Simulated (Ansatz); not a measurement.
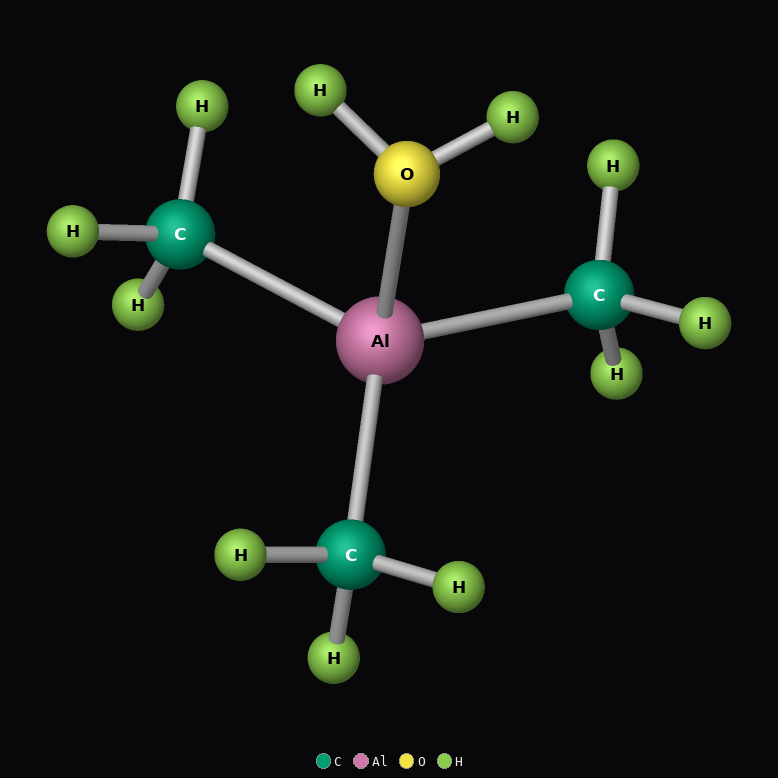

Sticks follow a distance rule. Harmonic vibrations computed with RKS PBE0-D4/def2-TZVP (Ansatz 0.2.0) at a stationary point of the same level.

**Is this a minimum or a saddle point?**

A minimum: no imaginary frequency, and the lowest mode lies at 87 cm⁻¹.

**List the wavenumbers.**

42 modes: 87, 99, 111, 111, 134, 144, 168, 174, 177, 335, 437, 487, 521, 561, 586, 605, 638, 667, 708, 744, 753, 1216, 1216, 1219, 1441, 1442, 1444, 1453, 1455, 1455, 1622, 3014, 3015, 3025, 3087, 3088, 3092, 3093, 3099, 3105, 3806, 3904 cm⁻¹.
